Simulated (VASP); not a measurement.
Band structure of CrO$_{2}$ (rutile). Computed with revTPSS meta-GGA, VASP's PBE PAW potentials (set 64) (plane waves; VASP).

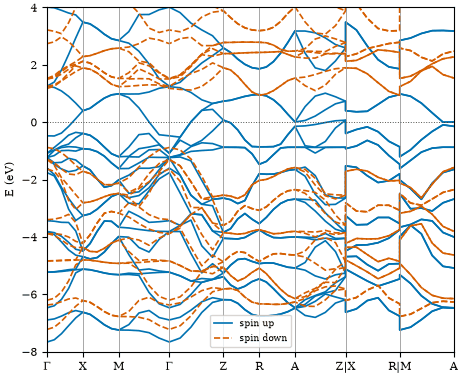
Figure: Bands along high-symmetry lines, zero at the valence-band maximum or, without a gap, the Fermi level

Read the plot: is there a gap, and where are the band edges?

It has no gap at this level: it comes out as a metal or semimetal.

The compound is CrO2 in the rutile structure. It was relaxed first.
